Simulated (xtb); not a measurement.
Si$_{2}$N$_{2}$H$_{7}$: frequency calculation (part 1 of 2)

Si$_{2}$N$_{2}$H$_{7}$, multiplicity 2, SMILES N[Si](N)[SiH3], computed with GFN2-xTB (xtb 6.7.1 later snapshot).

The geometry was optimised with GFN2-xTB.

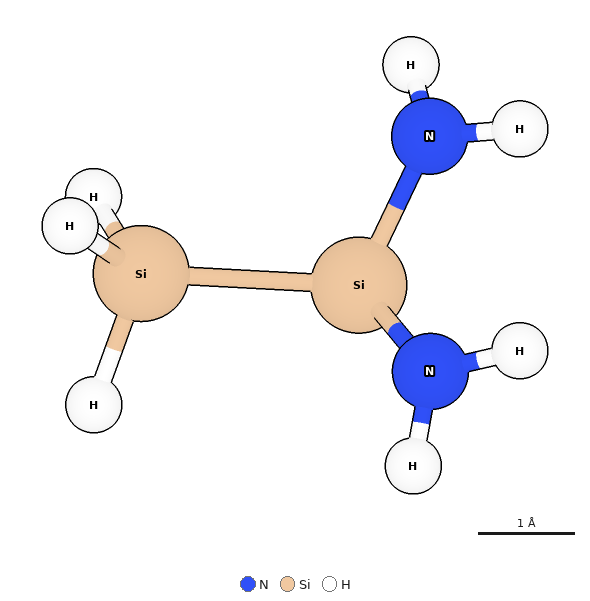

The input geometry (ball-and-stick view, seen at a tilt).

## The input (geom.xyz)
```
11

N     -0.785613     1.459207     0.716107
Si    -0.341608    -0.215603     0.588493
N      1.247747    -0.168682     1.289581
Si    -0.249735    -0.879026    -1.602806
H     -0.443149     2.029763     1.471141
H     -1.710170     1.749210     0.448184
H      1.469226     0.480522     2.026120
H      1.758878    -1.025673     1.412828
H     -1.639263    -0.849531    -2.080405
H      0.159690    -2.290115    -1.568856
H      0.533998    -0.290082    -2.700388
```

## File detailed.inp
```
$hess
   step=0.05
$end
```

Run on 1 thread of Arm Neoverse V1, 24 GiB of memory available, shared host.

Run as:
```bash
xtb --input detailed.inp --hess -u 1 --parallel 1 -- geom.xyz | tee run.log
```

## What the program printed
```
* xtb version 6.7.1
   ID    Z sym.   atoms
    1    7 N      1, 3
    2   14 Si     2, 4
    3    1 H      5-11

           -------------------------------------------------
          |                Calculation Setup                |
           -------------------------------------------------

          program call               : xtb --input detailed.inp --hess -u 1 --parallel 1 -- geom.xyz
          coordinate file            : geom.xyz
          omp threads                :                     1

           -------------------------------------------------
          |                 G F N 2 - x T B                 |
           -------------------------------------------------

      * Hamiltonian:
        H0-scaling (s, p, d)           1.850000    2.230000    2.230000
        zeta-weighting                 0.500000
      * Dispersion:
        s8                             2.700000
        a1                             0.520000
        a2                             5.000000
        s9                             5.000000
      * Repulsion:
        kExp                           1.500000    1.000000
        rExp                           1.000000
      * Coulomb:
        alpha                          2.000000
        third order                    shell-resolved
        anisotropic                    true
        a3                             3.000000
        a5                             4.000000
        cn-shift                       1.200000
        cn-exp                         4.000000
        max-rad                        5.000000

          ...................................................
          :                      SETUP                      :
          :.................................................:
          :  # basis functions                  35          :
          :  # atomic orbitals                  33          :
          :  # shells                           17          :
          :  # electrons                        25          :
          :  max. iterations                   250          :
          :  Hamiltonian                  GFN2-xTB          :
          :  restarted?                      false          :
          :  GBSA solvation                  false          :
          :  PC potential                    false          :
          :  electronic temp.          300.0000000     K    :
          :  accuracy                    1.0000000          :
          :  -> integral cutoff          0.2500000E+02      :
          :  -> integral neglect         0.1000000E-07      :
          :  -> SCF convergence          0.1000000E-05 Eh   :
          :  -> wf. convergence          0.1000000E-03 e    :
          :  Broyden damping             0.4000000          :
          :  net charge                          0          :
          :  unpaired electrons                  1          :
          ...................................................

 iter      E             dE          RMSdq      gap      omega  full diag
   1    -12.9052920 -0.129053E+02  0.562E+00    2.22       0.0  T
   2    -12.9487059 -0.434140E-01  0.436E+00    1.98       1.0  T
   3    -12.9643190 -0.156130E-01  0.253E+00    2.51       1.0  T
   4    -12.9767408 -0.124219E-01  0.104E+00    2.51       1.0  T
   5    -12.9772131 -0.472288E-03  0.510E-01    2.57       1.0  T
   6    -12.9774050 -0.191913E-03  0.178E-01    2.57       1.0  T
   7    -12.9774155 -0.104713E-04  0.463E-02    2.56       1.0  T
   8    -12.9774153  0.221021E-06  0.246E-02    2.56       1.2  T
   9    -12.9774162 -0.952777E-06  0.586E-03    2.56       5.1  T
  10    -12.9774162  0.462200E-07  0.494E-03    2.56       6.1  T
  11    -12.9774163 -0.671739E-07  0.878E-04    2.56      34.3  T
  12    -12.9774163 -0.208157E-09  0.356E-04    2.56      84.7  T

   *** convergence criteria satisfied after 12 iterations ***

         #    Occupation            Energy/Eh            Energy/eV
      -------------------------------------------------------------
         1        2.0000           -0.7256034             -19.7447
       ...           ...                  ...                  ...
         7        2.0000           -0.4443283             -12.0908
         8        2.0000           -0.4082406             -11.1088
         9        2.0000           -0.4063383             -11.0570
        10        2.0000           -0.3981477             -10.8341
        11        2.0000           -0.3753025             -10.2125
        12        2.0000           -0.3686627             -10.0318
        13        1.0000           -0.2657135              -7.2304 (HOMO)
        14                         -0.1714626              -4.6657 (LUMO)
        15                         -0.1674710              -4.5571
        16                         -0.1326735              -3.6102
        17                         -0.1291504              -3.5144
        18                         -0.0979031              -2.6641
       ...                                ...                  ...
        33                          0.9535850              25.9484
      -------------------------------------------------------------
                  HL-Gap            0.0942509 Eh            2.5647 eV
             Fermi-level           -0.2678881 Eh           -7.2896 eV

 SCC (total)                   0 d,  0 h,  0 min,  0.006 sec
 SCC setup                      ...        0 min,  0.000 sec (  1.254%)
 Dispersion                     ...        0 min,  0.000 sec (  0.679%)
 classical contributions        ...        0 min,  0.000 sec (  0.150%)
 integral evaluation            ...        0 min,  0.001 sec ( 15.090%)
 iterations                     ...        0 min,  0.004 sec ( 57.869%)
 molecular gradient             ...        0 min,  0.001 sec ( 23.341%)
 printout                       ...        0 min,  0.000 sec (  1.382%)

         :::::::::::::::::::::::::::::::::::::::::::::::::::::
         ::                     SUMMARY                     ::
         :::::::::::::::::::::::::::::::::::::::::::::::::::::
         :: total energy             -12.836085653661 Eh    ::
         :: gradient norm              0.000040522748 Eh/a0 ::
         :: HOMO-LUMO gap              2.564697593057 eV    ::
         ::.................................................::
         :: SCC energy               -12.977404052819 Eh    ::
         :: -> isotropic ES            0.038387965402 Eh    ::
         :: -> anisotropic ES          0.001400808118 Eh    ::
         :: -> anisotropic XC          0.003360246862 Eh    ::
         :: -> dispersion             -0.007178884575 Eh    ::
         :: repulsion energy           0.141318399157 Eh    ::
         :: add. restraining           0.000000000000 Eh    ::
         :: total charge               0.000000000000 e     ::
         :::::::::::::::::::::::::::::::::::::::::::::::::::::

           -------------------------------------------------
          |                Numerical Hessian                |
           -------------------------------------------------
step length          :   0.05000
SCC accuracy         :   0.30000
Hessian scale factor :   1.00000
frozen atoms in %    :   0.00000    0
RMS gradient         :   0.00004
estimated CPU  time      0.01 min

writing file <hessian>, containing the non-mass-weighted Hessian matrix in atomic units (Eₕ/Bohr²).

 projected vibrational frequencies (cm⁻¹)
eigval :       -0.00    -0.00    -0.00     0.00     0.00     0.00
eigval :       32.31    83.15   139.88   160.91   195.73   252.95
eigval :      376.74   398.61   450.93   454.36   483.07   728.12
eigval :      766.30   794.21   810.98   856.18   868.29   883.60
eigval :     1518.26  1533.26  2154.37  2190.58  2194.78  3481.72
eigval :     3483.66  3530.93  3534.58
           -------------------------------------------------
          |                Property Printout                |
           -------------------------------------------------

    * Orbital Energies and Occupations

         #    Occupation            Energy/Eh            Energy/eV
      -------------------------------------------------------------
         1        2.0000           -0.7256043             -19.7447
         2        2.0000           -0.6313965             -17.1812
         3        2.0000           -0.5781360             -15.7319
         4        2.0000           -0.5498434             -14.9620
         5        2.0000           -0.5095757             -13.8663
         6        2.0000           -0.4967023             -13.5160
         7        2.0000           -0.4443284             -12.0908
         8        2.0000           -0.4082413             -11.1088
         9        2.0000           -0.4063379             -11.0570
        10        2.0000           -0.3981475             -10.8341
        11        2.0000           -0.3753021             -10.2125
        12        2.0000           -0.3686632             -10.0318
        13        1.0000           -0.2657144              -7.2305 (HOMO)
        14                         -0.1714633              -4.6658 (LUMO)
        15                         -0.1674720              -4.5571
        16                         -0.1326747              -3.6103
        17                         -0.1291512              -3.5144
        18                         -0.0979039              -2.6641
        19                         -0.0403160              -1.0971
        20                         -0.0380989              -1.0367
        21                         -0.0111721              -0.3040
        22                          0.0569297               1.5491
        23                          0.0601233               1.6360
        24                          0.0828010               2.2531
       ...                                ...                  ...
        33                          0.9535841              25.9483
      -------------------------------------------------------------
                  HL-Gap            0.0942511 Eh            2.5647 eV
             Fermi-level           -0.2678888 Eh           -7.2896 eV

     #   Z          covCN         q      C6AA      α(0)
     1   7          2.541    -0.422    31.026     8.272
     2  14          2.589     0.370   181.142    29.539
     3   7          2.541    -0.422    31.033     8.273
     4  14          3.698     0.350   100.958    19.244
     5   1          0.861     0.140     1.473     1.901
     6   1          0.861     0.131     1.539     1.943
     7   1          0.861     0.139     1.475     1.902
     8   1          0.861     0.131     1.540     1.944
     9   1          0.917    -0.159     8.149     4.465
    10   1          0.917    -0.159     8.150     4.465
    11   1          0.916    -0.099     5.517     3.674

 Mol. C6AA /au·bohr⁶  :       2213.264971
 Mol. C8AA /au·bohr⁸  :      85810.432538
 Mol. α(0) /au        :         85.622927

Wiberg/Mayer (AO) data.
largest (>0.10) Wiberg bond orders for each atom
```
